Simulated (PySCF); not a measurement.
C$_{3}$H$_{7}$F$_{2}$OSi (SMILES C[CH]O[SiH2]C(F)F) (doublet)

The calculation's input:

```
{"job": {"kind": "epr", "basis": "pcH-1"}, "charge": 0, "multiplicity": 2}
C     -2.434421     0.027303     0.055875
C     -1.421285    -0.341897    -0.949818
O     -0.107532    -0.291622    -0.678612
Si     0.782910     0.281093     0.544969
C      2.559302    -0.112857    -0.088248
F      3.071399     0.925970    -0.807323
F      3.404728    -0.271778     0.970669
H     -3.405019     0.151538    -0.415675
H     -2.149272     0.954314     0.554572
H     -2.529281    -0.738090     0.836077
H     -1.666863    -0.855145    -1.861847
H      0.668300     1.726827     0.734404
H      0.563224    -0.445234     1.795858
H      2.663133    -1.010896    -0.713067
```

Run with:

```sh
OMP_NUM_THREADS=1 python probes_run.py task.json out
```

Geometry: GFN2-xTB.

These are results of UKS B3LYP, pcH-1 on C F H O Si, non-relativistic, mean-field spin-orbit, GIAO in PySCF 2.14.0, density-fitted response routines, not measurements.

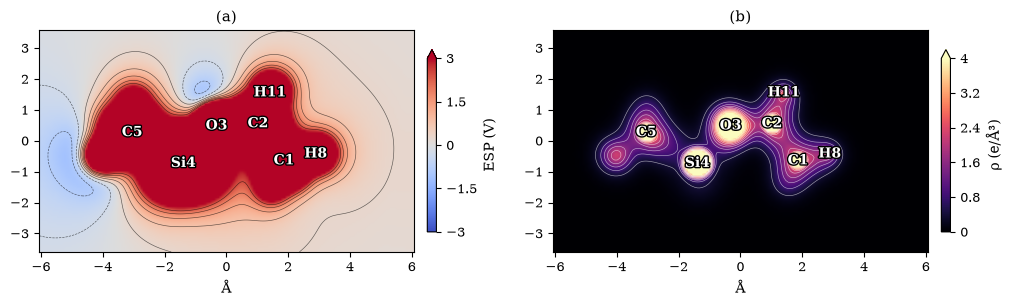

Figure 1. (a) electrostatic potential; (b) total electron density on the plane of atoms O3, Si4 and C5.

What do the fields say about this system?

The section cuts through C, O, Si and H sites. C–O (1.34 Å): ρ is about 2.3 e/Å³ halfway. C–C (1.47 Å): the density is about 1.8 e/Å³ at the midpoint. Si–O (1.62 Å): ρ at the midpoint is about 1.2 e/Å³. C–Si (1.93 Å): ρ is about 0.97 e/Å³ halfway. C–H (1.07 Å): ρ is about 2.1 e/Å³ halfway. Outside the dense part of the molecule the potential is most negative (−1.1 V) near F7, which lies off the plane.

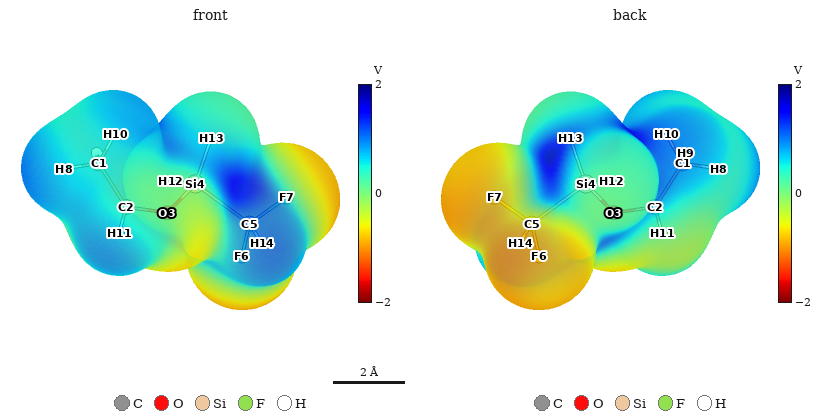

Figure 2. The electrostatic potential painted on the density surface at 0.002 e/bohr³, seen from the front and from behind; red is negative and blue positive.

Which sites attract a positive test charge, and which a negative one?

A positive charge is drawn to the negative regions and a negative charge to the positive ones. The most negative region (about −1.0 V, or −23 kcal/mol for a unit charge) lies over F6 and F7, the most positive (about +1.6 V, or +37 kcal/mol for a unit charge) over Si4.
